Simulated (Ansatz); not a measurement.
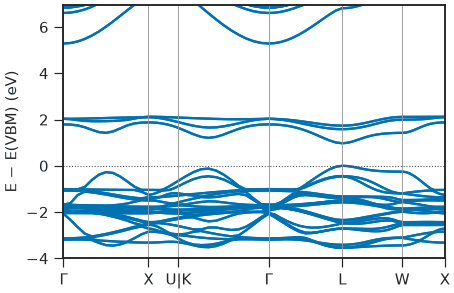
Figure: Band structure from the program Ansatz at the r²SCAN with spin–orbit coupling level (PAW)

**Question.** Read off the gap and where the band edges lie.

**Answer.** About 1.0 eV (0.97 eV by a search for the band edges); maximum at L, minimum at L.

The material is K₂BrCl₆F in space group Fm-3m (No. 225; K on 8c, Br on 4a, Cl on 24e, F on 4b).

The first step of the workflow began from a Materials Project structure, measured or hypothetical; the Crystallography Open Database copy checked does not list it. Whether it is the stable phase at ambient conditions was not checked. Symmetry was held in the r²SCAN relaxation; its stability against distortions is not shown here.

Potentials: the later of the program's two PAW sets.
